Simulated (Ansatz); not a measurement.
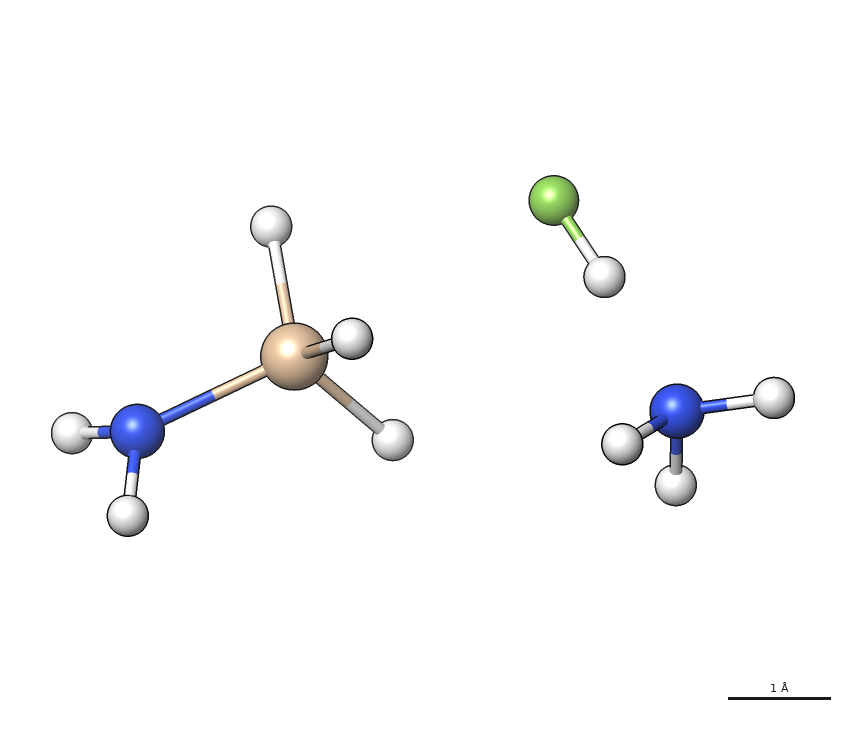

Every bond is drawn as one stick, whatever its order. Colours: silicon light orange, hydrogen white, nitrogen blue, fluorine green.

The computed geometry is a stationary point of PBE0-D4/def2-TZVP, a saddle point of order 1.

Identify the structure.

The species is FH₉N₂Si. Judged by distances it falls into 3 fragments: H5NSi, HF, NH3. This geometry has C1 symmetry. Coordination, clear cases only: 1 Si tetrahedral; 1 N trigonal pyramidal.
